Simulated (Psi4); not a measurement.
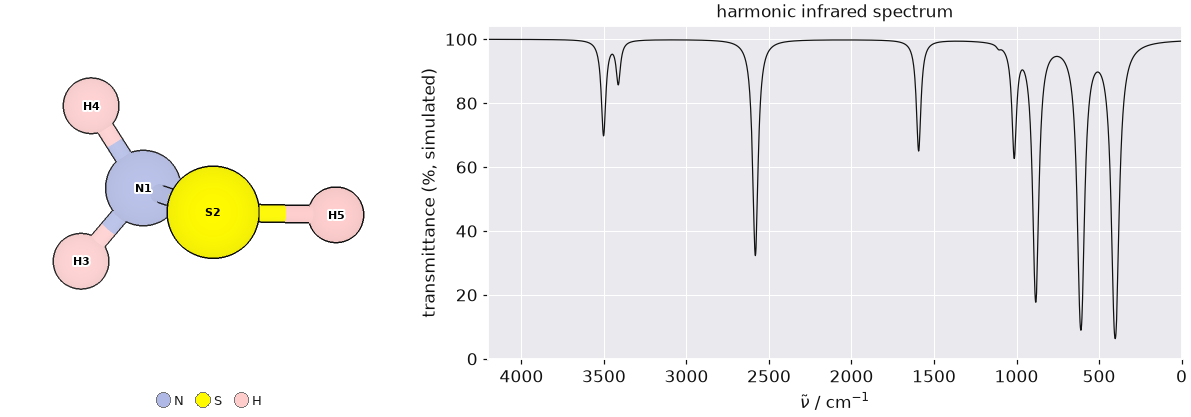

Infrared spectrum of NH₃S (thiohydroxylamine), SMILES NS. Unscaled harmonic wavenumbers and double-harmonic intensities, TPSS/def2-SVP in Psi4 1.11, at a geometry relaxed at this level, isolated molecule. Lorentzian lines of 30 cm⁻¹ full width. Close modes add up in the curve.

**Which lines are the most intense?**

401.9 cm⁻¹ (62.8 km/mol), 609.9 cm⁻¹ (54.6 km/mol) and 883.4 cm⁻¹ (39.2 km/mol).

**Which is the highest mode?**

3502.3 cm⁻¹ (8.1 km/mol).

**List the modes.**

| cm⁻¹ | km/mol |
| --- | --- |
| 401.9 | 62.8 |
| 609.9 | 54.6 |
| 883.4 | 39.2 |
| 1013.8 | 10.0 |
| 1108.1 | 0.3 |
| 1593.0 | 9.8 |
| 2582.5 | 25.7 |
| 3413.1 | 3.3 |
| 3502.3 | 8.1 |

Note: double-zeta basis.
